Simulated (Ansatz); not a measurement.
```xyz
7

Si   -0.6841    0.9418   -0.8680
Si    0.4892    0.1656    1.1003
S     1.1461   -1.6044    0.0685
H    -0.6149    0.0468   -2.0818
H    -2.1373    1.1450   -0.5059
H    -0.1365    2.2997   -1.2437
H     1.8596   -2.1734    1.0915
```

Computed with RKS PBE-D4/def2-SVP (Ansatz 0.2.0).

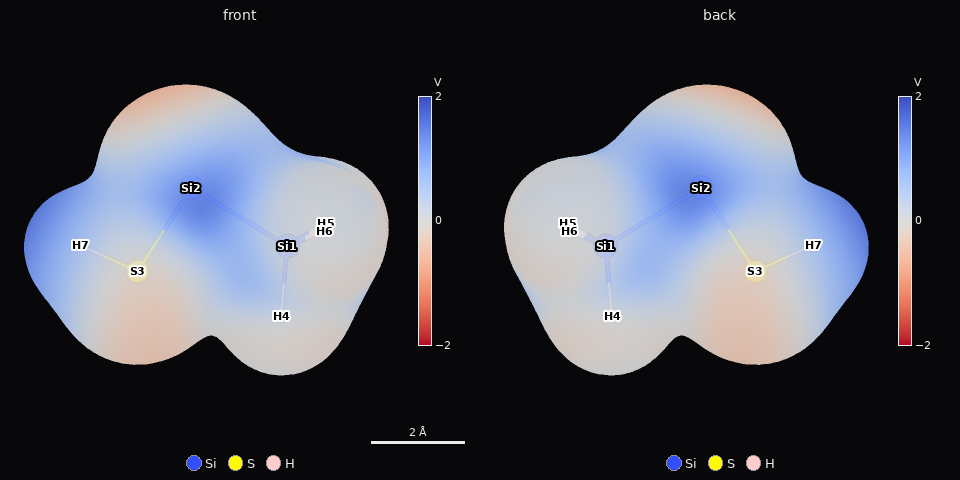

H₄SSi₂. The molecular electrostatic potential painted on the density surface at 0.002 e/bohr³, seen from the front and from behind; red is negative and blue positive.

Where is the surface potential most negative and most positive?

Answer. The most negative region (about −0.6 V) lies over Si2, the most positive (about +1.5 V) over H7.
